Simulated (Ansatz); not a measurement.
# Surface energy of Mo against broken bonds

Calculated with Ansatz 0.2.0: Kohn-Sham DFT, PBEsol, PAW (set soft_2), plane waves; cutoff 420 eV, fermi-dirac smearing of 0.1 eV; level PBEsol. Slabs were relaxed with PBE at fixed cell edges. The surface energy is the slab's free energy less that of as many bulk atoms, over twice the area. Neighbours are counted within 3.28 Å in the slab as cut, where a bulk atom has 14.

```
missing neighbours (per Å²)  surface energy (J/m²)     face
                     0.5665                  3.128  Mo(110)
                     0.6009                  3.513  Mo(100)
                     0.6270                      ?        ?
                     0.6334                  3.445  Mo(310)
                     0.6424                  3.345  Mo(321)
                     0.6643                  3.413  Mo(311)
                     0.6676                  3.387  Mo(221)
```

Task: Fit a straight line to the rows given and interpolate to the withheld row.

Worked fit:

In a broken-bond picture the surface energy v is a line in u, the number of missing neighbours per area.

```
u (per Å²)  v (J/m²)
  0.566501    3.1278
  0.600865    3.5132
  0.633367    3.4446
  0.642352    3.3445
  0.664281    3.4127
  0.667629    3.3872
```

With n = 6: mean u = 0.629166, mean v = 3.37167, Σ(u − ū)² = 0.0076318, Σ(u − ū)(v − v̄) = 0.013263. Slope b = 0.013263 / 0.0076318 = 1.7378; intercept a = v̄ − b ū = 2.2783.

At u = 0.6270, v = a + b u.

Prediction at 0.6270: 3.368 J/m². The run gave 3.443 J/m², so the fit is low by 0.075 J/m² (2.2 % of the value).

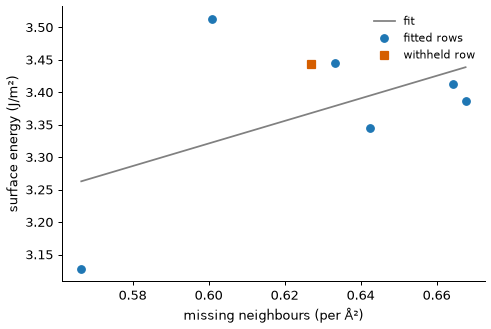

The fit, the rows that it rests on and the withheld row.

The withheld face is Mo(210). The slope is worth 0.11 eV a missing neighbour; a pure pair model would have no intercept, and this fit has 2.3 J/m². The count doesn't put all faces in the order of their energies. Over all rows the correlation is only 0.50, so this form doesn't describe them, and slope and intercept mean little. Among the rows given, the largest miss of the fit is at 0.6009, by 0.19 J/m² (49 % of the range of the table).

Limits: Thin slabs, unlike meshes and one lattice constant for all functionals.

[Logs are printed without paths, hosts, clocks, repeated set-up lines and the standing remarks that a program may print on its own settings, such as how far it seeks lower states.]

[Hosts, paths, dates, database ids (printed as entryN), source tags and the programs' standing remarks are cut or masked in the printed files.]
